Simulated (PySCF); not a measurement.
# Run report: WO2F2, frequency calculation

System: WO2F2.
Method: RKS-based PBE0, W def2-SVP with ECP60, O def2-SVP, F def2-SVP; non-relativistic Hamiltonian with a scalar-relativistic core potential; density fitting (PySCF 2.14.0).

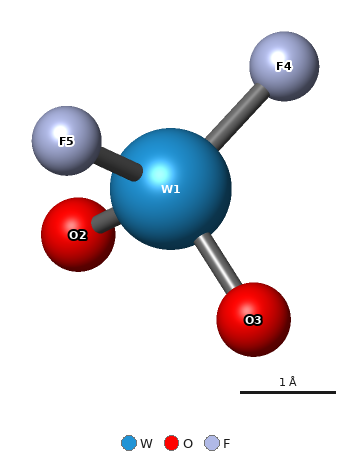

Fig. 1: The input geometry (ball-and-stick view, seen at a tilt; atoms are numbered from 1 in the order of the input). Sticks mark near contacts. Bond lengths as drawn: F–W 1.86 Å and O–W 1.69 Å.

Input file
```python
from pyscf import gto, scf, dft
mol = gto.M(atom='''
W     -0.013889    -0.013889    -0.000000
O     -1.405607    -0.064527    -0.960759
O     -0.064527    -1.405607     0.960759
F      1.476345    -0.107542    -1.105439
F     -0.107542     1.476345     1.105439''',
    basis={'W': 'def2-SVP', 'O': 'def2-SVP', 'F': 'def2-SVP'},
    ecp={'W': 'def2-SVP'},
    charge=0, spin=0)
mf = dft.RKS(mol, xc='PBE0')
mf.grids.atom_grid = (75, 302)
aux = {'W': 'def2-universal-JKFIT', 'O': 'def2-universal-JKFIT', 'F': 'def2-universal-JKFIT'}
mf = mf.density_fit(auxbasis=aux)
mf.conv_tol = 1e-09
mf.diis_space = 10
mf.max_cycle = 60
mf.verbose = 4
mf.kernel()
```

The script is an equivalent of the set-up of the self-consistent field. The run itself was carried out by a driver, which started from the orbitals of the step before it where there was one and computed the further properties.

Hardware: 2 threads of Arm Neoverse V1, 112 GiB of memory available, shared host.

Launch command:
```bash
OMP_NUM_THREADS=2 python axn.py task.json out
```

Log
```
init E= -416.796610797822
  HOMO = -0.360211160674485  LUMO = -0.0942020182160619  gap/eV = 7.23848
cycle= 1 E= -416.796610797821  delta_E= 3.41e-13  |g|= 4.13e-06  |ddm|= 4.46e-06
  HOMO = -0.360211120162607  LUMO = -0.0942023068320948  gap/eV = 7.23847
Extra cycle  E= -416.796610797811  delta_E= 1.08e-11  |g|= 7.28e-06  |ddm|= 6.98e-06
converged SCF energy = -416.796610797811
```

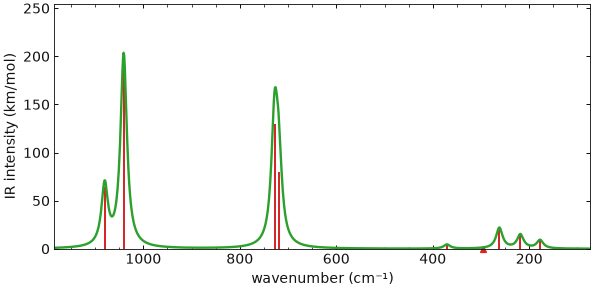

Fig. 2: Harmonic infrared spectrum, unscaled: sticks (degenerate modes added up, dark ones marked on the axis) with a Lorentzian envelope of 16 cm⁻¹ full width, scaled to the tallest stick. 9 modes from 178 to 1080 cm⁻¹, none imaginary. The strongest line is at 1041 cm⁻¹ (204 km/mol). All modes, in cm⁻¹ (km/mol): 178 (8.8), 218 (14.6), 262 (22), 296 (0.0), 371 (4.4), 719 (79), 728 (129), 1041 (204), 1080 (64).

Key numbers

```csv
quantity,value
outcome,converged
total energy,−416.796611 hartree
HOMO,−9.80 eV
LUMO,−2.56 eV
zero-point energy,0.011145 hartree
dipole moment,1.72 D
"wavenumbers, lowest and highest",178 and 1080 cm⁻¹
wall time,51 s (CPU time 92 s)
peak memory,1.2 GiB
```
